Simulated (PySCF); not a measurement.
C8H9, SMILES c1[c]c(ccc1C)C, doublet at its GFN2-xTB optimised geometry (Å):

```
17

C     -1.4533     2.5911     0.0076
C     -0.6868     1.3043    -0.0007
C     -1.3276     0.0646     0.0000
C     -0.6021    -1.1145     0.0000
C      0.7839    -1.1145     0.0000
C      1.5817    -2.3829    -0.0153
C      1.4385     0.1248    -0.0006
C      0.6832     1.2531    -0.0010
H     -2.5184     2.4086    -0.1118
H     -1.1128     3.2395    -0.7981
H     -1.2928     3.1170     0.9485
H     -2.4089     0.0333     0.0006
H     -1.1313    -2.0575     0.0003
H      2.3849    -2.3415     0.7185
H      2.0327    -2.5323    -0.9968
H      0.9491    -3.2395     0.2053
H      2.5184     0.1610    -0.0005
```

Level of theory: unrestricted PBE0/def2-SVP (PySCF).

Map of the electrostatic potential (hartree/e), clipped to [-0.08, 0.12] on the plane z = 1.2 Å:

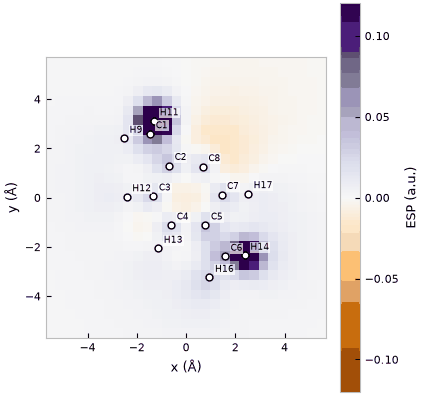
Figure. Electrostatic potential (hartree/e), clipped to [-0.08, 0.12] on the plane z = 1.2 Å.
